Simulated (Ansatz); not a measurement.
CH3Cl3SeTi

Input file:

```
crystal:
  periodic: [false, false, false]
  atoms:
    - {symbol: C, position_ang: [-0.061442, -1.427745, 0.862380]}
    - {symbol: Se, position_ang: [1.428263, -0.524706, -0.043740]}
    - {symbol: Ti, position_ang: [0.170337, 1.321603, -0.831238]}
    - {symbol: Cl, position_ang: [-1.432089, 0.537274, -2.085105]}
    - {symbol: Cl, position_ang: [1.612065, 2.528211, -1.907308]}
    - {symbol: Cl, position_ang: [-0.690406, 2.318600, 0.906690]}
    - {symbol: H, position_ang: [-0.463042, -0.782817, 1.640810]}
    - {symbol: H, position_ang: [-0.830335, -1.684996, 0.137272]}
    - {symbol: H, position_ang: [0.355149, -2.331624, 1.303140]}
basis:
  gaussian: {orbitals: def2-TZVPP}
hamiltonian: {xc: pbe0, dispersion: d4}
output: {orbitals: {seedname: orbitals}}
```

Command:

```sh
ansatz run in.yaml --threads 2 --pin off --events-out ev --progress --plain --max-ram 32768MiB --backend cuda --devices 0, --max-vram 18GiB
```

Geometry: PBE0-D4/def2-TZVP.

Method: RKS PBE0-D4/def2-TZVPP in Ansatz 0.2.0.

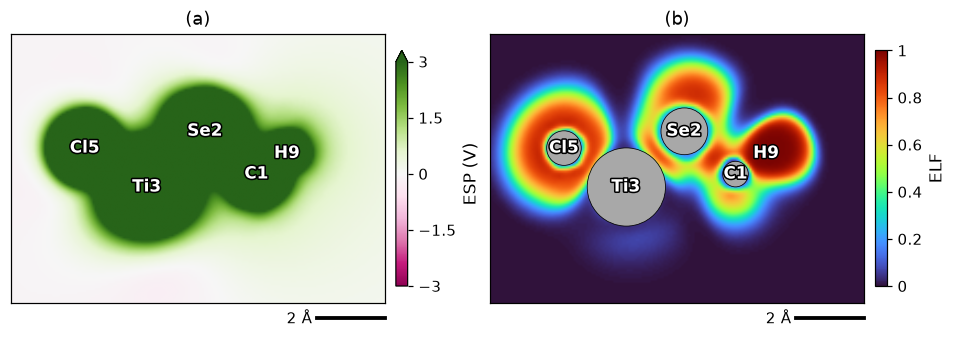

Figure 1. (a) molecular electrostatic potential; (b) ELF on the plane of atoms Se2, Ti3 and Cl5. Grey discs cover the atomic cores in the ELF map.

What does the map show?

The plane passes through C, Se, Ti, Cl and H nuclei.
C–Se (1.96 Å): the ELF peaks at about 0.90 between the atoms; a covalent bond.
Ti–Cl (2.17 Å): the ELF peaks at about 0.85 in the valence shell of Cl, 0.8 Å from its nucleus, and is about 0.45 at the midpoint.
Ti–Se (2.37 Å): the ELF peaks at about 0.80 in the valence shell of Se, 1.0 Å from its nucleus, and is about 0.70 at the midpoint.
C–H (1.09 Å): the ELF climbs to about 1 towards the hydrogen, as it does in any bond to H: an ordinary covalent bond to hydrogen.
The potential has no marked negative region in this plane.

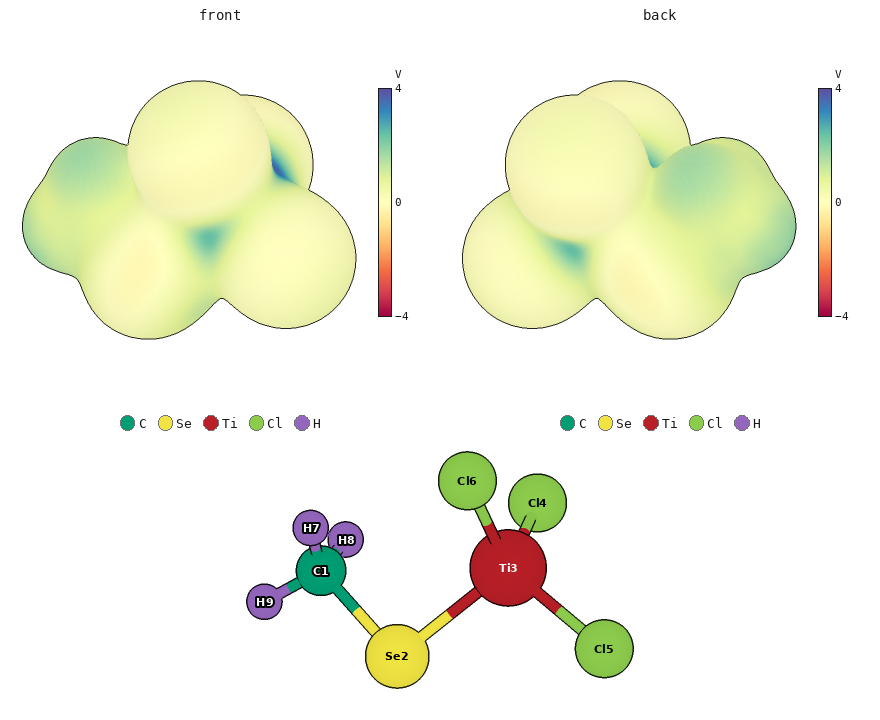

Figure 2. The electrostatic potential painted on the density surface at 0.004 e/bohr³, seen from the front and from behind; the colour scale runs from red (negative) to blue (positive). The bare structure is drawn below in the same view.

Which sites attract a positive test charge, and which a negative one?

A positive charge is drawn to the negative regions and a negative charge to the positive ones. The most negative region (about −0.2 V) lies over Se2, the most positive (about +2.9 V, or +67 kcal/mol for a unit charge) over Ti3.

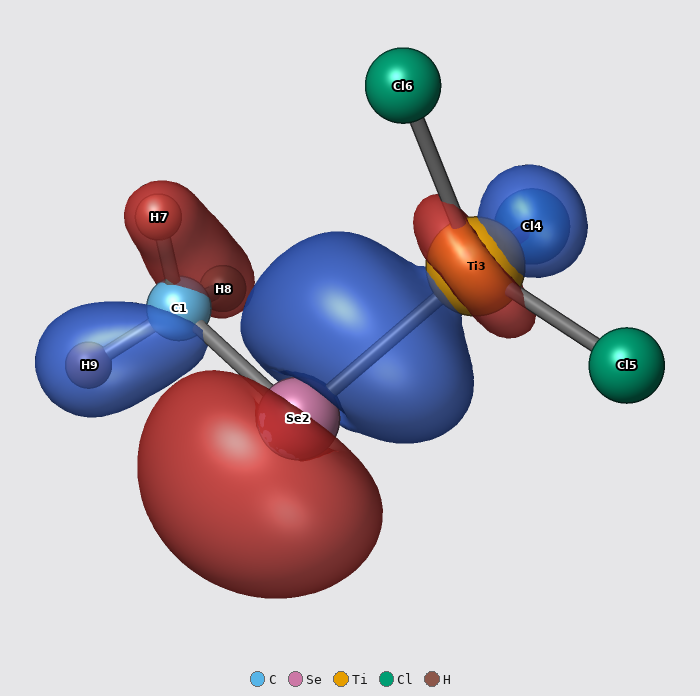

Figure 3. The HOMO−1 at ±0.1 Å⁻³ᐟ² (red and blue are the two phases), seen at a tilt.

Where does this orbital lie, and at what energy?

Its weight (Hirshfeld) is mainly on Se2 (about 65 %) and Ti3 (about 20 %). Its energy is −8.57 eV.

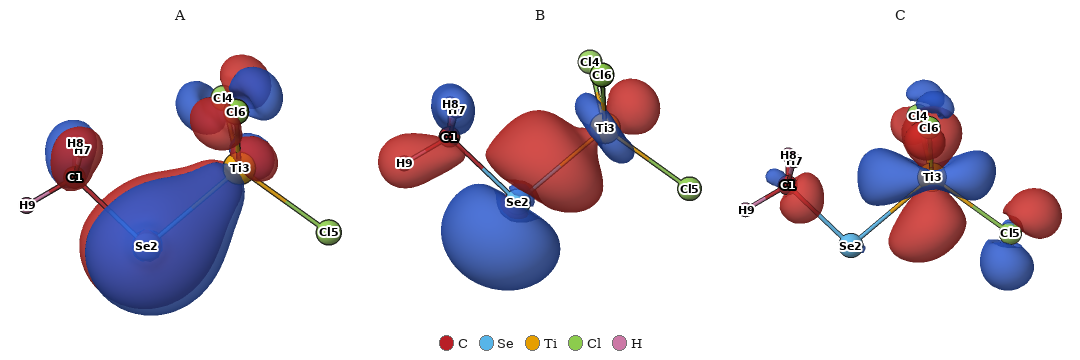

Figure 4. Three frontier orbitals at ±0.1 Å⁻³ᐟ² (blue and red are the two phases), in no order.

Which picture is the HOMO−1, the HOMO and the LUMO?

B is the HOMO−1 (−8.57 eV). It lies mainly on Se2 (about 65 %) and Ti3 (about 20 %). A is the HOMO (−7.44 eV). By Hirshfeld shares it lies mainly on Se2 (about 70 %) and Ti3 (about 15 %); largely a lone pair of Se2. C is the LUMO (−3.42 eV). It lies mainly on Ti3 (about 70 %) and Cl5 (about 10 %).

What is the HOMO–LUMO gap?

4.02 eV between the orbital energies.
